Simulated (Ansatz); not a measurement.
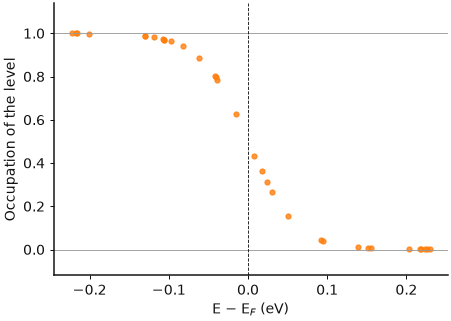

Occupations of the one-electron levels of the k mesh against their energy, from a run on Be₂As₃P, space group Cm (No. 8), 6 atoms in the cell, Hg2I3Br-8 type type, with Ansatz.

Question: Which smearing scheme was used (Fermi-Dirac, Gaussian, Methfessel-Paxton or cold), and about what width?

Answer: Fermi-Dirac smearing with a width of 0.03 eV. The occupations stay between 0 and 1 and have long exponential tails; the slope at the Fermi level is 1/(4 × width).
